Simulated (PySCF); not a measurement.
# AlH3NSi (SMILES [AlH3-][N]=[Si]) (charge −1): what the fields show

Input

```
import pyscf.grad
from pyscf import gto, dft

mol = gto.M(
    atom='start.xyz',
    basis='def2-tzvpd',
    max_memory=3720,
    spin=0,
    verbose=3,
    charge=-1,
)

myscf = dft.RKS(mol, xc='pbe0')
myscf = myscf.density_fit(auxbasis='def2-universal-jkfit')
myscf.conv_tol = 1e-09
myscf.max_cycle = 100
myscf.grids.level = 3
myscf.kernel()
if not myscf.converged:
    myscf = myscf.newton().run(myscf.mo_coeff, myscf.mo_occ)

etot = myscf.e_tot
print('E = %.10f Eh' % etot)
grad = myscf.Gradients().kernel()
myscf.analyze()
```

Launched as:

```sh
OMP_NUM_THREADS=2 python input.py
```

Geometry: PBE0-D3(BJ)/def2-SVPD.

All numbers below come from Gaussian-basis quantum chemistry of an isolated molecule with PySCF, energy and nuclear gradient, functional PBE0 in PySCF 2.14.0.

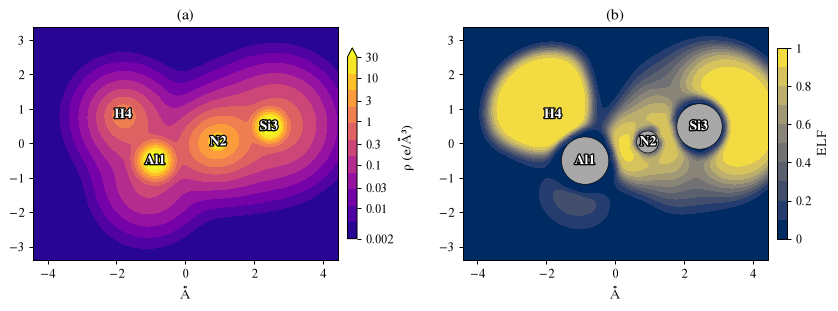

Figure 1. (a) total electron density; (b) electron localisation function on the plane of atoms N2, Al1 and H4. Grey discs cover the atomic cores in the ELF map.

Describe what can be read from this map.

- The section cuts through Al, N, Si and H sites.
- Si–N (1.57 Å): the density is about 1.4 e/Å³ at the midpoint; the ELF peaks at about 0.85 between the atoms; a polar covalent bond.
- Al–N (1.90 Å): ρ at the midpoint is about 0.66 e/Å³; the ELF peaks at about 0.95 in the valence shell of N, 0.7 Å from its nucleus, and is about 0.70 at the midpoint.
- Al–H (1.64 Å): ρ is about 0.47 e/Å³ halfway; the ELF climbs to about 1 towards the hydrogen.
- The ELF also peaks beside Si3, away from the bonds: lone-pair regions.

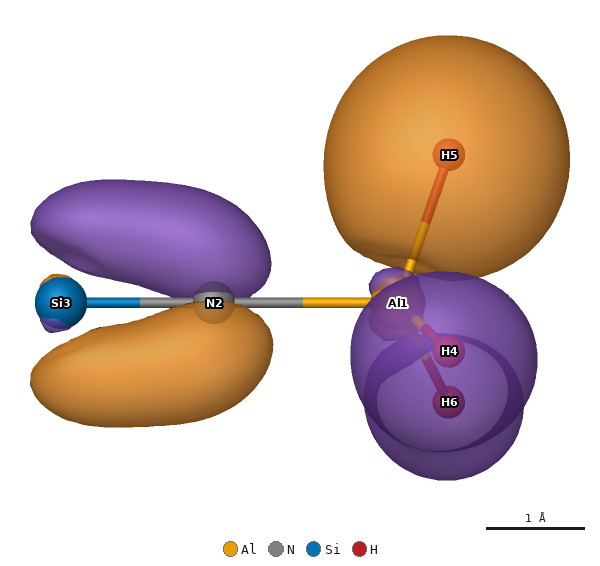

Figure 2. The HOMO at ±0.1 Å⁻³ᐟ² (orange and purple are the two phases), seen from one side.

Describe this orbital and give its energy.

By Hirshfeld shares it lies mainly on H5 (about 35 %), Al1 (about 25 %), N2 (about 10 %), Si3 (about 10 %), H4 (about 10 %) and H6 (about 10 %). It is one of a degenerate set, so its orientation is arbitrary. Its energy is −2.34 eV.
